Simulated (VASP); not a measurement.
Band structure of BaAl4 (space group I4/mmm). Level of theory: PBEsol GGA, VASP's PBE PAW potentials (set 64) (plane waves; VASP 6.6.1).

Unless said otherwise, spin-orbit coupling is left out, though it shifts the bands of the heavy elements here.

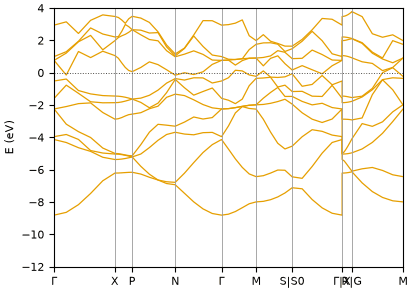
Figure: Bands along high-symmetry lines, zero at the valence-band maximum or, without a gap, the Fermi level

### Question
Read the plot: is there a gap, and where are the band edges?

### Answer
It has no gap at this level: it comes out as a metal or semimetal.

The structure comes from a computed database's BaAl4 entry; how it stands against other phases isn't given here. The cell was not relaxed at this level.
